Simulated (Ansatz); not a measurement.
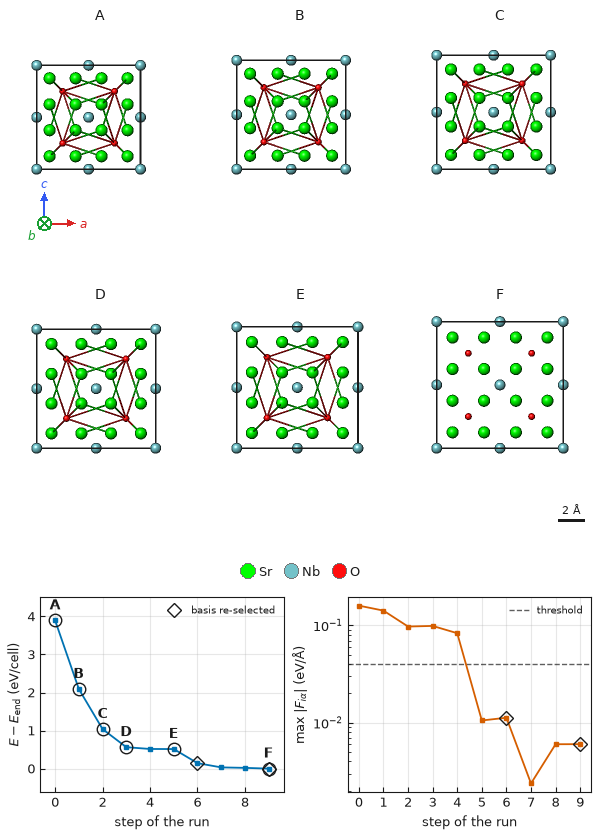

Frames of a relaxation of solid Sr$_{4}$NbO (a generated structure, set up in F-43m) (coarse preliminary run), marked on the history of the run. A ball-and-stick model of the conventional cell (4 times the calculation's cell), seen along the b axis. Lengths and directions refer to the drawn axes.

Computed with DFT PBE, scalar-relativistic, plane waves, PAW in Ansatz 0.2.0. (plane-wave cutoff 420 eV; k-point mesh 4 × 4 × 4; occupations gaussian; smearing width 0.1 eV; collinear spin; cell and atoms relaxed; force threshold 0.04 eV/Å; at most 70 steps)

Describe the path.

The largest moves relative to the cell, 0.013 Å, are those of Sr atoms. Nb and O stay in place. The volume changes by +81.2 %, with a = b = c 8.068 → 9.835 Å (+21.9 %). Some distances before and after: O–Sr 3.344 → 4.079 Å, Nb–Sr 3.346 → 4.076 Å, Sr–Sr 2.843 → 3.488 Å, Sr–Sr 2.861 → 3.466 Å. The space group stays F-43m (No. 216). The energy falls by 3.893 eV per cell of the calculation in 7 accepted moves (9 points after the start). The largest force component goes from 0.16 to 0.006 eV/Å. Pressure: 19.01 GPa at the start and −0.05 GPa at the end. The SCF was repeated twice at an unchanged geometry on a basis and grid sized afresh for the cell, which shifted the energy by 0.371 eV per cell of the calculation at most. From step 0 to 1: Sr atoms move most (0.02 Å), volume +15.3 %, energy −1.802 eV per cell of the calculation. From step 1 to 2: Sr atoms move most (0.03 Å), volume +14.6 %, energy −1.053 eV per cell of the calculation. From step 2 to 3: volume +13.9 %, energy −0.475 eV per cell of the calculation. From step 3 to 5: volume +5.8 %, energy −49.3 meV per cell of the calculation. From step 5 to 9: volume +13.7 %, energy −0.514 eV per cell of the calculation.
